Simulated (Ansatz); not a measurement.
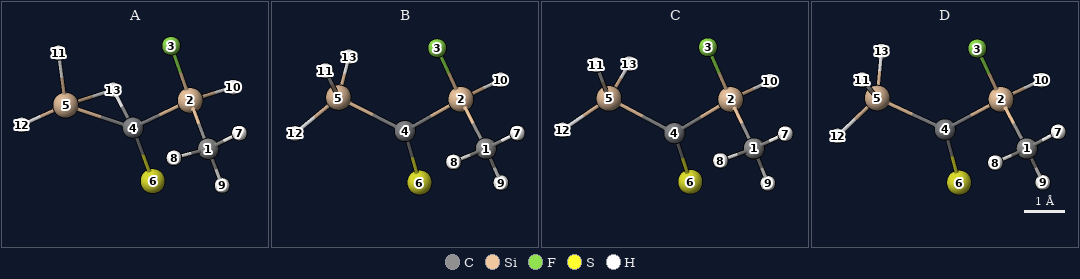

4 geometries from a converged minimum-energy path of C$_{2}$H$_{7}$FSSi$_{2}$, shuffled. The picture is a ball-and-stick view, seen at a tilt.

The calculation used Ansatz 0.2.0, RKS PBE0-D4/6-31G*. Set-up: 7 movable images; climbing image; force threshold 0.05 eV/Å; iteration limit 60; starting path through a guess of the saddle point.

> One of them is the converged climbing image. Which?

A. In order along the path, whose images run from 0 to 8: D (image 2, +0.4 kcal/mol), B (image 3, +1.6 kcal/mol), C (image 4, +6.0 kcal/mol), A (image 7, +38.3 kcal/mol). Forming: C4–H13 (2.76 → 1.32 at the top → 1.18 Å).

The run took 2.7 min on 2 threads of AMD EPYC 9R45 96-Core Processor (Zen 5) (shared host), peak memory 0.32 GiB.
